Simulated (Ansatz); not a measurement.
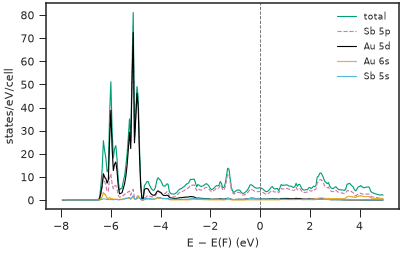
Fig. 1. Total and projected density of states of Sb$_{2}$Au in space group Pa-3 (No. 205; Sb on 8c, Au on 4a), DFT-PBEsol in the program Ansatz with PAW potentials

Task: Which orbitals carry the states next to the Fermi level?

Result: Within 0.5 eV of the Fermi level: Sb 5p 70 %, Au 5d 12 %, Sb 5s 10 %. Projections are on Löwdin-orthogonalised atomic valence shells; empty p or d shells of many metals are not among them.

Task: Where is the tallest occupied peak in this window, and what makes it?

Result: Near -5.1 eV, about 81 states/eV per cell; the largest projected share is Au 5d.

The workflow started from a Materials Project entry (that database holds measured and hypothetical structures alike); the Crystallography Open Database files this formula in space group No. 205, but the cells were not matched. Its standing as an ambient phase is unchecked. The cell was relaxed with PBEsol under the symmetry of its start; whether a distortion lowers the energy is not shown. Spin–orbit coupling is left out wherever it is not named.

Potentials: the later of the program's two PAW sets.
